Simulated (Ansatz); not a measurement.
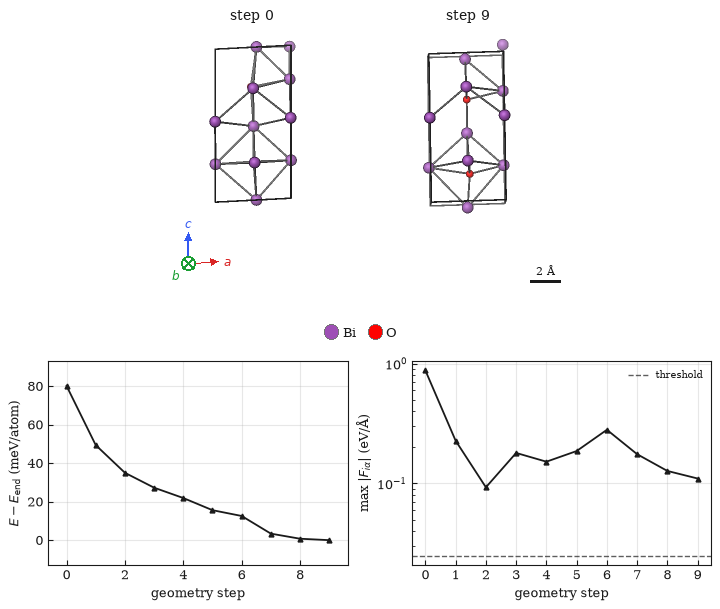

First and last geometry of a relaxation of crystalline Bi₄O (a generated structure, set up in P1) (coarse preliminary run), with the history of the run. The picture is a ball-and-stick view of the cell of the calculation, seen along the b axis.

All numbers below come from DFT PBE, scalar-relativistic, plane waves, PAW in Ansatz. (plane-wave cutoff 420 eV; k-point mesh 4 × 4 × 2; occupations gaussian; smearing width 0.2 eV; no spin polarisation; cell and atoms relaxed; force threshold 0.025 eV/Å; at most 60 steps)

What do the curves and the structures tell?

Answer. The run was cut off at its time limit before the relaxation converged, so the last structure is only a point on the way. After 9 geometry steps the energy has fallen by 80.1 meV per atom. Largest force component: 0.88 eV/Å at the start, 0.11 eV/Å at the end. Pressure: 0.91 GPa at the start and 0.00 GPa at the end. The largest move relative to the cell is that of a Bi atom, 0.81 Å along [1 1 3]. By element the largest moves are Bi 0.81 Å, O 0.63 Å. Cell: a 5.118 → 5.055 Å (−1.2 %), b 5.099 → 5.506 Å (+8.0 %), c 10.361 → 10.030 Å (−3.2 %), α 86.6° → 91.8°, β 86.9° → 89.1°, γ 88.4° → 90.2°. Volume +3.6 %. Near-neighbour distances that change, for instance: Bi–Bi 3.318 → 4.370 Å, Bi–Bi 3.296 → 4.111 Å, Bi–Bi 3.672 → 4.424 Å, Bi–Bi 3.419 → 4.161 Å. Among the angles between lasting bonds that change: Bi–O–Bi 81.9° → 121.9°, Bi–O–Bi 87.8° → 121.1°, Bi–Bi–O 134.6° → 164.4°. The space group stays P1 (No. 1). Cost: 9.5 min on 1 thread of Intel(R) Xeon(R) Processor @ 2.50GHz (Skylake/Cascade Lake), on a shared host, peak memory 0.65 GiB.

```
step  E − E(0), meV/atom  largest force component, eV/Å  pressure, GPa  volume, Å³/atom
   0                0.00                         0.8781           0.91           26.941
   1              -30.76                         0.2274          -0.92           27.303
   2              -45.13                         0.0929           0.62           26.414
   3              -52.87                         0.1799          -0.11           26.724
   4              -58.23                         0.1520          -0.31           26.955
   5              -64.55                         0.1866          -0.45           27.345
   6              -67.56                         0.2808           0.40           27.399
   7              -76.73                         0.1756          -0.03           27.775
   8              -79.38                         0.1272          -0.24           28.300
   9              -80.12                         0.1100           0.00           27.899
```
